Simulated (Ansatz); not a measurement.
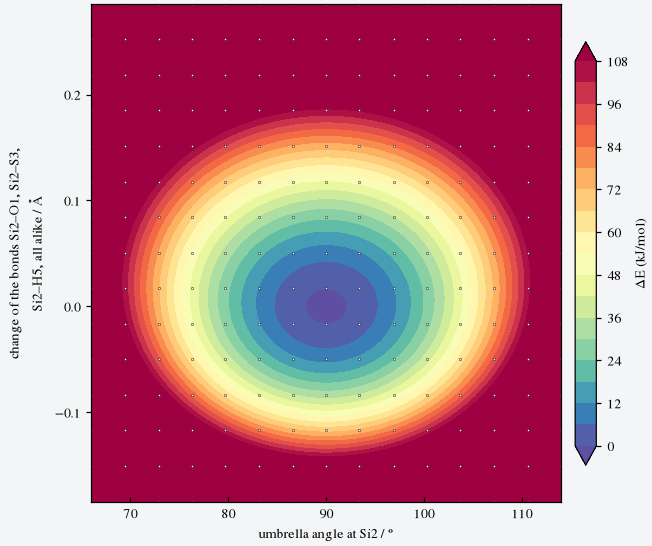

H₂OSSi, SMILES O[SiH]=S. The first coordinate is: umbrella angle at Si2 (between each of its bonds and their common axis; 90 is planar); the second: change of the bonds Si2–O1, Si2–S3, Si2–H5, all alike. Nothing is relaxed (all other coordinates rigid). Grid: 15 × 15 points; 120 points were computed and 105 follow by symmetry. Points are written as (first, second). Energies are in kJ/mol, from the lowest grid point. Computed with RKS PBE0-D4/def2-TZVP in Ansatz.

The picture shows filled contours, dots at the grid points, one colour for all values above the top of the scale. Between grid points the surface is interpolated.

Estimate the position of the minimum and the force constants in these coordinates.

The interpolated minimum is at the first coordinate ≈ 90.0°, the second coordinate ≈ 0.000 Å. The curvatures there are about 17 eV/rad² and 88 eV/Å², with a cross term of about 0 eV/(rad·Å). Round the minimum the two coordinates are nearly uncoupled. (1 eV is 96.5 kJ/mol.)
